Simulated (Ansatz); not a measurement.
Consider MoSe.

The calculation's input:

```
crystal:
  lattice:
    - [0.0, 2.5400521065, 2.5400521065]
    - [5.0801042131, 2.5400521065, 2.5400521065]
    - [5.0801042131, 5.0801042131, 0.0]
  atoms:
    - { symbol: Mo, position: [1.0, 0.0, 0.0], spin: 2.0 }
    - { symbol: Se, position: [0.5, 0.5, 0.0] }
    - { symbol: Mo, position: [1.0, 0.0, 0.5], spin: -2.0 }
    - { symbol: Se, position: [0.5, 0.5, 0.5] }
basis:
  ecutwfc: 420
kpoints:
  mp_grid: { grid: [14, 14, 7] }
hamiltonian:
  xc: pbesol
scf:
  occupations: { method: gaussian, width: 0.1 }
  lower_state_search: "off"
output:
  forces: true
  stress: true
  eigenvalues: true
  populations: true
  write_density: true
  write_potential: true
  elf: true
  volumetric_format: npy
magnetization:
  spin_polarized: true
```

Run with:

```sh
ansatz run input.yaml --threads 1 --pin off --max-ram 2560MiB --backend cpu --events-out ev --progress --plain --runs-dir out
```

Below, planes, directions and counts refer to the conventional cell (a = 5.08 Å, b = 5.08 Å, c = 5.08 Å, α = 90.00°, β = 90.00°, γ = 90.00°).

Space group Fm-3m; started from the rock salt prototype, which need not be the ambient phase; computed pressure about 7 GPa in this cell; the program warned that a starting moment wasn't kept; spin-polarised, but the moments vanished.

These are results of DFT PBEsol, scalar-relativistic, plane waves, PAW in Ansatz 0.2.0, not measurements.

Predict the valence pseudo-density and electron localisation function between the atoms.

Answer. Mo–Se (2.54 Å): ρ at the midpoint is about 0.46 e/Å³; the ELF is about 0.35 at the midpoint.

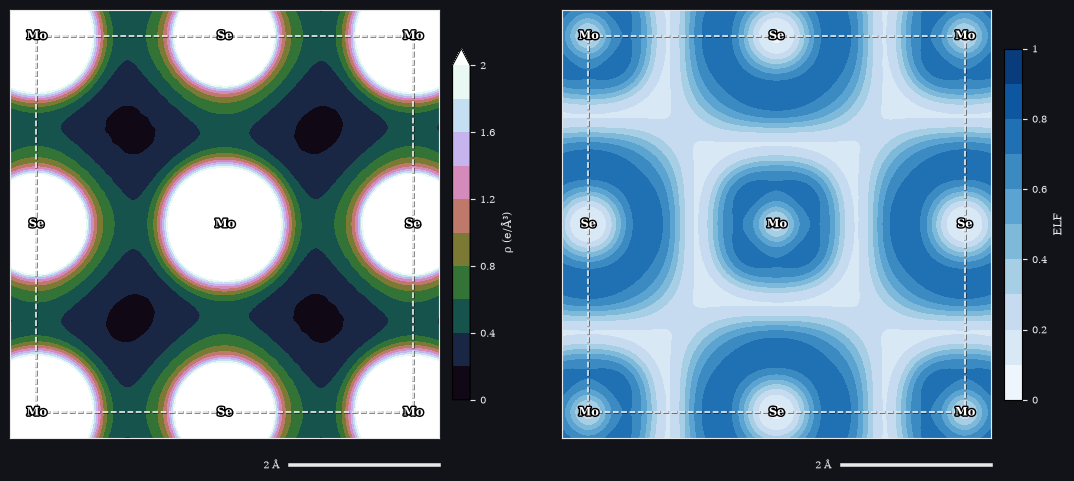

Computed valence pseudo-density and electron localisation function on the (001) plane of the conventional cell, in this order. 

Core electrons are frozen (PAW), and the valence fields are smoothed inside the atomic spheres.
